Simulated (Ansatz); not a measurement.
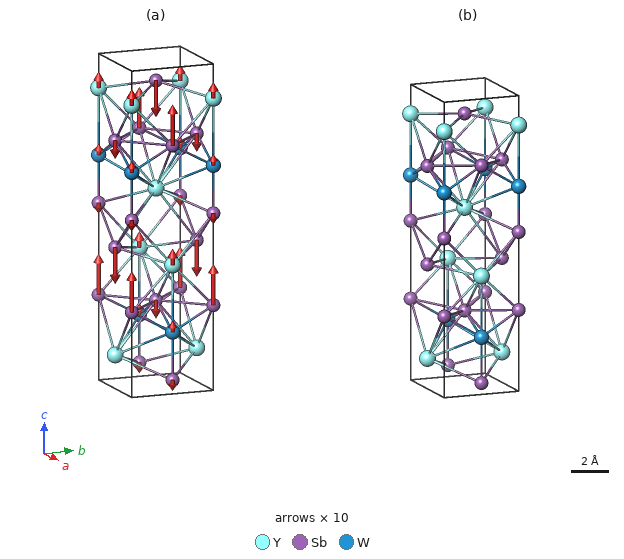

The structure of a crystal of Y$_{2}$Sb$_{4}$W (built on the Nd2Sn4Rh-38 type type) before (left) and after (right) a relaxation, at one scale. The red arrows give the displacements (the part carried along by the change of the cell is left out), 10 times their true length.

The picture is a ball-and-stick view of the conventional cell (2 times the calculation's cell), seen slightly off an axis. Lengths and directions refer to the drawn axes.

Theory: DFT, PBEsol, plane waves, PAW (Ansatz 0.2.0). Set-up: plane-wave cutoff 420 eV; k-point mesh 4 × 4 × 4; occupations fermi dirac; smearing width 0.03 eV; no spin polarisation; cell and atoms relaxed; force threshold 0.01 eV/Å; at most 120 steps.

> Summarise the run.

After 10 accepted moves (11 points after the start) the energy has fallen by 210 meV per atom. The largest force component goes from 1 to 0.0016 eV/Å. The pressure goes from −9.82 to −0.01 GPa. At 1 point the geometry stayed and the basis and grid were re-selected for the new cell (energy shift of 0.7 meV per atom at most each time). The largest move relative to the cell is that of a Sb atom, 0.23 Å along +c. By element the largest moves are Sb 0.23 Å, Y 0.09 Å, W 0.06 Å. The volume changes by −16.3 %, with a 4.834 → 4.896 Å (+1.3 %), b 4.832 → 4.409 Å (−8.7 %), c 18.340 → 16.605 Å (−9.5 %). Among the contacts that change: Sb–Y 3.627 → 3.182 Å, Sb–Y 3.754 → 3.343 Å, Sb–Y 3.445 → 3.034 Å, W–Y 3.768 → 3.440 Å. The space group stays Amm2 (No. 38).
